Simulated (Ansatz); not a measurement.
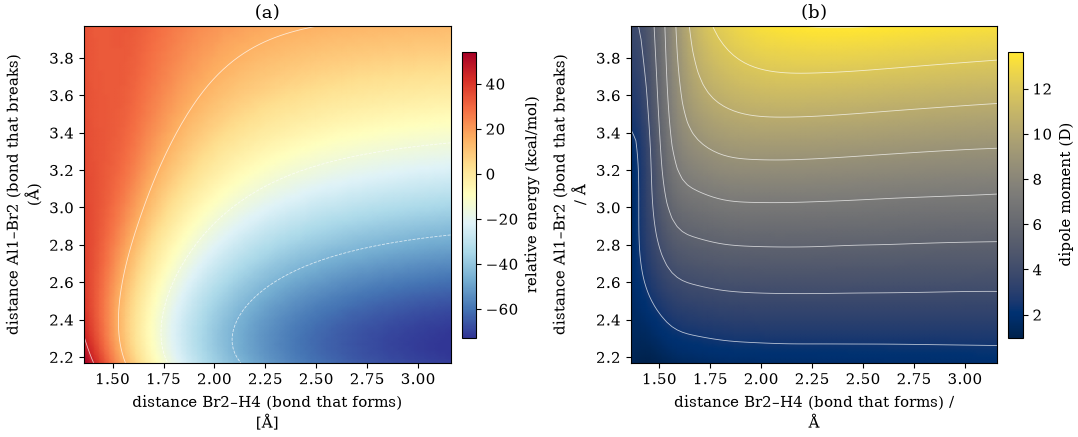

The reacting system AlBrH3N. 
- First axis: distance Br2–H4 (bond that forms). Second axis: distance Al1–Br2 (bond that breaks).
- Relaxed at each point: all other coordinates.
- The grid has 13 × 13 points.
- Points are written as (first, second).
- Energies are in kcal/mol, from a guessed transition structure relaxed with its forming and breaking bonds held.
- The reference is spin-restricted, so regions where a bond is pulled apart into radicals lie too high.
- These are results of Ansatz, RHF/def2-SVP, not measurements.

Panel (a) is the energy; panel (b) is the computed dipole moment, in D.

Drawn: a smooth colour map with a few white contour lines. Between grid points the surface is interpolated.

Question: How does the dipole moment vary over the map, and what is it at the lowest grid point?

Answer: Leaving out the highest fifth of the energies, it runs from 1.4 D at (1.551 Å, 2.169 Å) to 13.6 D at (2.443 Å, 3.969 Å). At the lowest grid point, (3.159 Å, 2.250 Å), it is 2.3 D. That point lies on the edge of the scan.
